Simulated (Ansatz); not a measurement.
Run report: GaH₄BrO₂, geometry relaxation (part 1 of 2)

- system: GaH₄BrO₂
- method: RKS PBE0-D4/def2-TZVP (Ansatz 0.2.0)

The geometry is a transition state displaced along its imaginary mode. The reaction was set up to form Ga1–Br6 and H2–H5 and to break Ga1–H2 and H5–Br6 (atoms counted from 1 in the order of the input); sticks are drawn by distance alone. Figures and captions count atoms from 1; the log counts them from 0 in places.

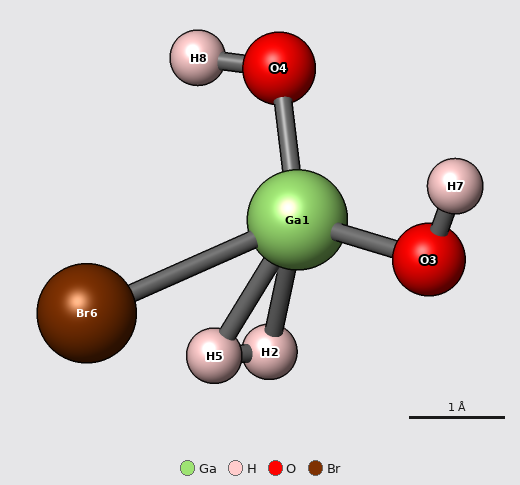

Figure 1. The starting structure (ball-and-stick view, seen at a tilt; atoms are numbered from 1 in the order of the input). Sticks mark near contacts. Bond lengths as drawn: Br–Ga 2.53 Å, Ga–H 1.81 to 1.83 Å, Ga–O 1.77 to 1.78 Å, H–H 0.70 Å and H–O 0.96 to 0.97 Å.

## Input
```yaml
crystal:
  periodic: [false, false, false]
  atoms:
    - {symbol: Ga, position_ang: [-0.131979, 0.080039, -0.156563]}
    - {symbol: H, position_ang: [0.114531, -1.681619, 0.184943]}
    - {symbol: O, position_ang: [-0.275505, 0.269152, -1.916274]}
    - {symbol: O, position_ang: [-1.202084, 0.915543, 0.984130]}
    - {symbol: H, position_ang: [0.745206, -1.436266, 0.381321]}
    - {symbol: Br, position_ang: [2.218774, -0.134560, 0.753358]}
    - {symbol: H, position_ang: [-0.549413, 1.174804, -2.128795]}
    - {symbol: H, position_ang: [-0.919530, 0.813006, 1.897881]}
basis:
  gaussian: {orbitals: def2-TZVP}
hamiltonian: {xc: pbe0, dispersion: d4}
relax: {f_tol: 0.005, max_steps: 200}
```

Run as:
```bash
ansatz run in.yaml --threads 8 --pin off --events-out ev --progress --plain --max-ram 19148MiB
```

## The program's output
```
Functional definition: PBE0
  name "PBE0"
  cite "Adamo & Barone, J. Chem. Phys. 110, 6158 (1999) doi:10.1063/1.478522"
  cite "Perdew, Burke & Ernzerhof, Phys. Rev. Lett. 77, 3865 (1996) doi:10.1103/PhysRevLett.77.3865"
  parent pbe
  parameter a = 0.25
  parameter kappa = 0.804
  parameter beta = 0.06672455060314922
  exchange = (1 - a)*pbe_x(kappa = kappa, mu = beta*pi^2/3) + a*exact_x
  correlation = pbe_c(beta = beta)
1304 factors; their error is unknown
mean field evaluation 1: about -126556.5731 eV, gradient 8.1e1 eV
mean field evaluation 2: about -126525.6246 eV, gradient 1.5e2 eV
mean field evaluation 4: about -126566.5526 eV, gradient 7.4e0 eV
mean field evaluation 8: about -126566.6442 eV, gradient 1.5e-1 eV
mean field evaluation 16: about -126567.2705 eV, gradient 5.5e-4 eV
mean field -126567.27051851 eV, -4651.2614011782 hartree, gradient 3.8e-5 eV, S^2 0.000000; 0 other end points of the search recorded, 0 dependent functions left out
the calculation of the forces begins
reference -126567.27054730 eV, -4651.2614022359 hartree; 43, 43 occupied and 139, 139 virtual orbitals, 1304 factors
relax step   1: F+E_penalty+E_count = -126567.41728785 eV  Δ(F+E_penalty+E_count) = +0.000e0 eV  max|allowed force component| = 3.702e0 eV/Å  Δτ_max = 0.0000 Å  (29 SCF iters, accepted)
these checks for a lower state are left out or cut short: starts, cluster_reference, orbital_swaps, neighbouring_geometries, increment
1304 factors; their error is unknown
mean field -126568.01515345 eV, -4651.2887660073 hartree, gradient 2.2e-5 eV, S^2 0.000000; 0 other end points of the search recorded, 0 dependent functions left out
[... from here on the field's lines of each further geometry are left out, up to the last ...]
relax step   2: F+E_penalty+E_count = -126568.16125672 eV  Δ(F+E_penalty+E_count) = -7.440e-1 eV  max|allowed force component| = 9.112e-1 eV/Å  Δτ_max = 0.1948 Å  (36 SCF iters, accepted)
relax step   3: F+E_penalty+E_count = -126568.45254395 eV  Δ(F+E_penalty+E_count) = -2.913e-1 eV  max|allowed force component| = 1.340e0 eV/Å  Δτ_max = 0.1948 Å  (37 SCF iters, accepted)
relax step   4: F+E_penalty+E_count = -126568.62388520 eV  Δ(F+E_penalty+E_count) = -1.713e-1 eV  max|allowed force component| = 6.725e-1 eV/Å  Δτ_max = 0.1947 Å  (31 SCF iters, accepted)
relax step   5: F+E_penalty+E_count = -126568.66188315 eV  Δ(F+E_penalty+E_count) = -3.800e-2 eV  max|allowed force component| = 4.076e-1 eV/Å  Δτ_max = 0.1999 Å  (36 SCF iters, accepted)
relax step   6: F+E_penalty+E_count = -126568.68944475 eV  Δ(F+E_penalty+E_count) = -2.756e-2 eV  max|allowed force component| = 1.026e0 eV/Å  Δτ_max = 0.1927 Å  (36 SCF iters, accepted)
relax step   7: F+E_penalty+E_count = -126568.72364773 eV  Δ(F+E_penalty+E_count) = -3.420e-2 eV  max|allowed force component| = 4.672e-1 eV/Å  Δτ_max = 0.2000 Å  (37 SCF iters, accepted)
relax step   8: F+E_penalty+E_count = -126568.73155574 eV  Δ(F+E_penalty+E_count) = -7.908e-3 eV  max|allowed force component| = 4.463e-1 eV/Å  Δτ_max = 0.1662 Å  (32 SCF iters, accepted)
relax step   9: F+E_penalty+E_count = -126568.73665821 eV  Δ(F+E_penalty+E_count) = -5.102e-3 eV  max|allowed force component| = 6.419e-1 eV/Å  Δτ_max = 0.0550 Å  (33 SCF iters, accepted)
relax step  10: F+E_penalty+E_count = -126568.73928546 eV  Δ(F+E_penalty+E_count) = -2.627e-3 eV  max|allowed force component| = 6.272e-1 eV/Å  Δτ_max = 0.0674 Å  (34 SCF iters, accepted)
relax step  11: F+E_penalty+E_count = -126568.74480141 eV  Δ(F+E_penalty+E_count) = -5.516e-3 eV  max|allowed force component| = 1.059e-1 eV/Å  Δτ_max = 0.0466 Å  (33 SCF iters, accepted)
relax step  12: F+E_penalty+E_count = -126568.74548986 eV  Δ(F+E_penalty+E_count) = -6.885e-4 eV  max|allowed force component| = 4.479e-2 eV/Å  Δτ_max = 0.0119 Å  (33 SCF iters, accepted)
relax step  13: F+E_penalty+E_count = -126568.74648820 eV  Δ(F+E_penalty+E_count) = -9.983e-4 eV  max|allowed force component| = 1.337e-1 eV/Å  Δτ_max = 0.0400 Å  (32 SCF iters, accepted)
relax step  14: F+E_penalty+E_count = -126568.74695820 eV  Δ(F+E_penalty+E_count) = -4.700e-4 eV  max|allowed force component| = 2.171e-1 eV/Å  Δτ_max = 0.0457 Å  (33 SCF iters, accepted)
relax step  15: F+E_penalty+E_count = -126568.75047791 eV  Δ(F+E_penalty+E_count) = -3.520e-3 eV  max|allowed force component| = 8.426e-2 eV/Å  Δτ_max = 0.2000 Å  (32 SCF iters, accepted)
relax step  16: F+E_penalty+E_count = -126568.75061852 eV  Δ(F+E_penalty+E_count) = -1.406e-4 eV  max|allowed force component| = 7.600e-2 eV/Å  Δτ_max = 0.0099 Å  (34 SCF iters, accepted)
relax step  17: F+E_penalty+E_count = -126568.75156941 eV  Δ(F+E_penalty+E_count) = -9.509e-4 eV  max|allowed force component| = 2.745e-2 eV/Å  Δτ_max = 0.0603 Å  (33 SCF iters, accepted)
relax step  18: F+E_penalty+E_count = -126568.75177444 eV  Δ(F+E_penalty+E_count) = -2.050e-4 eV  max|allowed force component| = 1.731e-2 eV/Å  Δτ_max = 0.0068 Å  (34 SCF iters, accepted)
relax step  19: F+E_penalty+E_count = -126568.75204616 eV  Δ(F+E_penalty+E_count) = -2.717e-4 eV  max|allowed force component| = 1.250e-1 eV/Å  Δτ_max = 0.0427 Å  (33 SCF iters, accepted)
relax step  20: F+E_penalty+E_count = -126568.75114253 eV  Δ(F+E_penalty+E_count) = +9.036e-4 eV  max|allowed force component| = 1.436e-1 eV/Å  Δτ_max = 0.0656 Å  (31 SCF iters, rejected (line search))
relax step  21: F+E_penalty+E_count = -126568.75257764 eV  Δ(F+E_penalty+E_count) = -5.315e-4 eV  max|allowed force component| = 2.920e-3 eV/Å  Δτ_max = 0.0302 Å  (33 SCF iters, accepted)
relax step  22: F+E_penalty+E_count = -126568.75265389 eV  Δ(F+E_penalty+E_count) = -7.625e-5 eV  max|allowed force component| = 1.098e-2 eV/Å  Δτ_max = 0.0217 Å  (33 SCF iters, accepted)
relax step  23: F+E_penalty+E_count = -126568.75263968 eV  Δ(F+E_penalty+E_count) = +1.422e-5 eV  max|allowed force component| = 6.029e-2 eV/Å  Δτ_max = 0.0399 Å  (33 SCF iters, rejected (line search))
relax step  24: F+E_penalty+E_count = -126568.75268011 eV  Δ(F+E_penalty+E_count) = -2.622e-5 eV  max|allowed force component| = 7.190e-3 eV/Å  Δτ_max = 0.0084 Å  (33 SCF iters, accepted)
relax step  25: F+E_penalty+E_count = -126568.75269867 eV  Δ(F+E_penalty+E_count) = -1.857e-5 eV  max|allowed force component| = 3.555e-2 eV/Å  Δτ_max = 0.0416 Å  (33 SCF iters, accepted)
relax step  26: F+E_penalty+E_count = -126568.75274924 eV  Δ(F+E_penalty+E_count) = -5.056e-5 eV  max|allowed force component| = 1.483e-2 eV/Å  Δτ_max = 0.0070 Å  (32 SCF iters, accepted)
relax step  27: F+E_penalty+E_count = -126568.75276943 eV  Δ(F+E_penalty+E_count) = -2.019e-5 eV  max|allowed force component| = 6.120e-3 eV/Å  Δτ_max = 0.0087 Å  (33 SCF iters, accepted)
the calculation of the forces begins
reference -126568.61195794 eV, -4651.3106981677 hartree; 43, 43 occupied and 139, 139 virtual orbitals, 1304 factors
relax step  28: F+E_penalty+E_count = -126568.75277357 eV  Δ(F+E_penalty+E_count) = -4.136e-6 eV  max|allowed force component| = 2.559e-3 eV/Å  Δτ_max = 0.0037 Å  (33 SCF iters, accepted)
1304 factors; their error is unknown
mean field evaluation 224: about -126567.9371 eV, gradient 5.5e0 eV
```

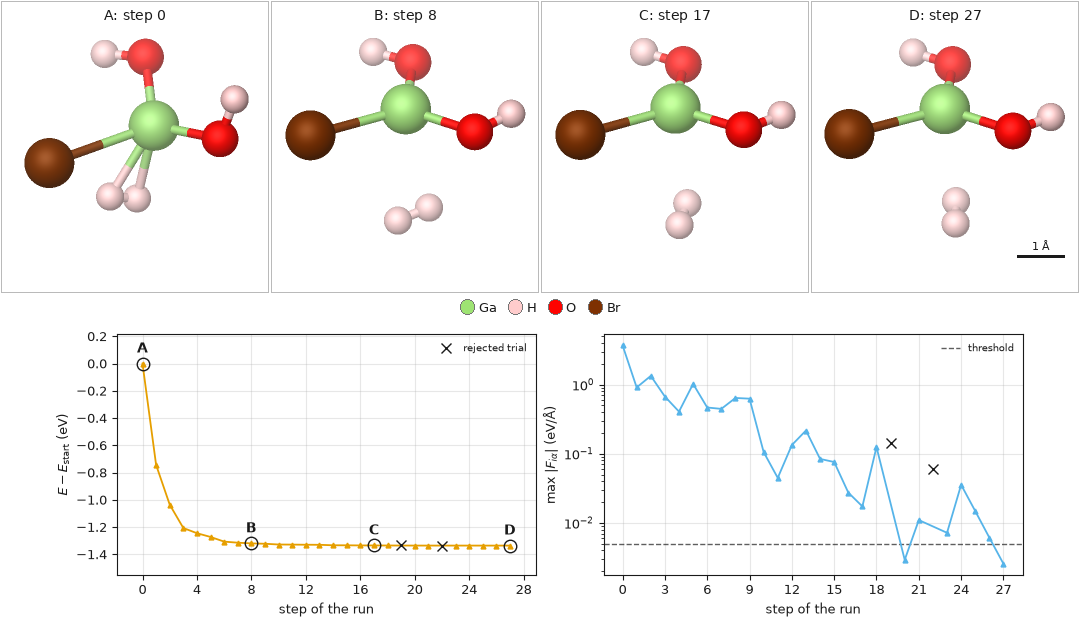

Figure 2. Frames of the relaxation (ball-and-stick view, seen at a tilt) above the curves, on which the letters mark them (the first geometry is step 0 here and step 1 in the log).

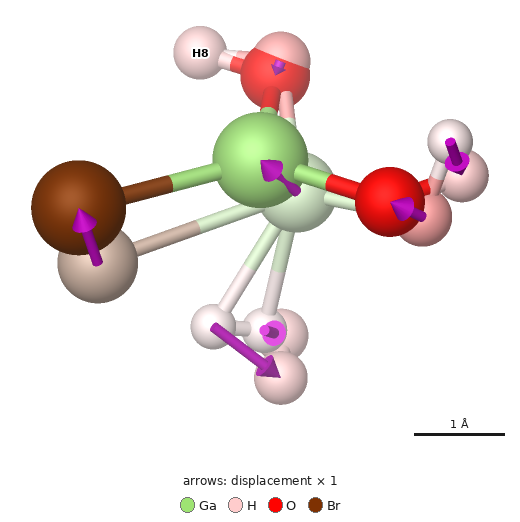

Figure 3. Start (faint) and end (solid) with the displacements as pink arrows, at true length (ball-and-stick view, seen at a tilt). The two geometries are laid on each other by the best rigid fit. The energy falls by 1.335 eV in 27 geometry steps. Largest force component: 3.7 eV/Å at the start, 0.0026 eV/Å at the end. The line search rejected the trial steps at points 19, 22 (counted from 0) and went back. The largest move after the best rigid fit is that of H5, 1.01 Å. By element the largest moves are H 1.01 Å, Br 0.79 Å, Ga 0.73 Å, O 0.53 Å. Among the contacts that change: Ga1–H5 1.832 → 2.772 Å, Ga1–H2 1.811 → 2.726 Å, Ga1–Br6 2.530 → 2.267 Å, H2–H5 0.705 → 0.749 Å. Bonds break: Ga1–H2 (1.81 → 2.73 Å). Among the angles that change: O4–Ga1–Br6 111.7° → 121.6°, O3–Ga1–O4 122.6° → 119.3°, O3–Ga1–Br6 116.1° → 119.0°. (Atoms are counted from 1 in the order of the input.)

```
mean field -126568.61192831 eV, -4651.3106970787 hartree, gradient 2.5e-5 eV, S^2 0.000000; 1 other end points of the search recorded, 0 dependent functions left out
the calculation of the forces begins
reference -126568.61195794 eV, -4651.3106981677 hartree; 43, 43 occupied and 139, 139 virtual orbitals, 1304 factors
Total energy: -126568.75280320 eV, -4651.3158741356 hartree
Atom 0 at     0.334660     0.636651    -0.047547 Å, force    -0.000006    -0.000152    -0.001174 eV/Å
Atom 1 at    -0.338331    -1.977094     0.335640 Å, force     0.000195     0.000124    -0.000051 eV/Å
Atom 2 at     0.144093     0.586270    -1.805001 Å, force    -0.000815     0.000146     0.002559 eV/Å
Atom 3 at    -1.106135     0.783360     0.980004 Å, force     0.000503    -0.000223     0.000153 eV/Å
Atom 4 at     0.223211    -2.131519    -0.135961 Å, force    -0.000253     0.000085    -0.000218 eV/Å
Atom 5 at     2.424481     0.619980     0.831130 Å, force    -0.000143     0.000043    -0.000065 eV/Å
Atom 6 at    -0.777713     0.624229    -2.073835 Å, force     0.000592    -0.000265    -0.001021 eV/Å
Atom 7 at    -0.904267     0.858223     1.915571 Å, force    -0.000072     0.000242    -0.000184 eV/Å
Dipole moment:    -0.267341    -0.061203     0.186791 e Å
```

## Trajectory as extended XYZ (Å, eV, eV/Å), 26 of the 28 frames kept, from step=1 to step=28
```
8
Properties=species:S:1:pos:R:3:forces:R:3 step=1 energy=-126567.41729
Ga   -0.1320    0.0800   -0.1566    1.3036   1.3671   0.1714
H     0.1145   -1.6816    0.1849   -3.7019  -2.1051  -1.0808
O    -0.2755    0.2692   -1.9163   -0.1166   0.1275   0.0945
O    -1.2021    0.9155    0.9841   -0.0934  -0.3533   0.0710
H     0.7452   -1.4363    0.3813    2.6568   0.4032   0.8798
Br    2.2188   -0.1346    0.7534   -0.0949   0.9144  -0.1448
H    -0.5494    1.1748   -2.1288    0.0454  -0.4295   0.0568
H    -0.9195    0.8130    1.8979    0.0010   0.0757  -0.0479
8
Properties=species:S:1:pos:R:3:forces:R:3 step=2 energy=-126568.16126
Ga    0.0229    0.1936   -0.1244    0.6346   0.9112   0.2610
H    -0.0344   -1.7413    0.1296   -0.1005  -0.4509  -0.0014
O    -0.2492    0.2535   -1.8855    0.0359   0.1958   0.2037
O    -1.2163    0.8421    0.9938    0.3397  -0.2965   0.0754
H     0.6834   -1.5298    0.3644   -0.4616  -0.5836  -0.1246
Br    2.2638    0.0158    0.7522   -0.3558   0.5014  -0.1982
H    -0.5642    1.1323   -2.1383    0.0093  -0.3407   0.0080
H    -0.9060    0.8338    1.9082   -0.1017   0.0632  -0.2239
8
Properties=species:S:1:pos:R:3:forces:R:3 step=3 energy=-126568.45254
Ga    0.1642    0.3218   -0.0849   -1.3398   0.4677  -0.3591
H    -0.1339   -1.8263    0.0896    0.6117  -0.0306   0.2063
O    -0.1716    0.2580   -1.8410   -0.0691   0.5558   0.1174
O    -1.1921    0.7985    1.0009    0.4990  -0.1555  -0.0430
H     0.5950   -1.6662    0.3360   -0.9357  -0.5122  -0.3003
Br    2.2296    0.1809    0.7207    1.2214   0.2136   0.4384
H    -0.5974    1.0798   -2.1382    0.1360  -0.5752   0.1230
H    -0.8938    0.8537    1.9169   -0.1237   0.0364  -0.1827
8
Properties=species:S:1:pos:R:3:forces:R:3 step=4 energy=-126568.62388
Ga    0.2010    0.4217   -0.0743    0.1160  -0.0181   0.0700
H    -0.2130   -1.9246    0.0580    0.2400   0.0606   0.0644
O    -0.1096    0.2850   -1.8225   -0.2226   0.6725  -0.0598
O    -1.1798    0.7789    1.0000    0.3191   0.0006   0.0056
H     0.4971   -1.7870    0.3009   -0.2945  -0.2050  -0.0941
Br    2.3572    0.3225    0.7605   -0.3534   0.0870  -0.1232
H    -0.6577    1.0272   -2.1365    0.2878  -0.6238   0.1707
H    -0.8951    0.8763    1.9138   -0.0924   0.0262  -0.0337
8
Properties=species:S:1:pos:R:3:forces:R:3 step=5 energy=-126568.66188
Ga    0.2002    0.3961   -0.0577    0.2242   0.4076   0.1287
H    -0.2443   -1.9276   -0.0241    0.1315  -0.0715   0.0455
O    -0.0125    0.3431   -1.8166   -0.1507   0.1007  -0.0306
O    -1.1193    0.8559    1.0358   -0.2376  -0.1081  -0.0417
H     0.4668   -1.9736    0.2358   -0.1862   0.0305  -0.0597
Br    2.3176    0.4493    0.7966    0.0241  -0.1173  -0.0156
H    -0.7192    0.9171   -2.1348    0.0804  -0.2143   0.1103
H    -0.8892    0.9398    1.9649    0.1143  -0.0275  -0.1369
```
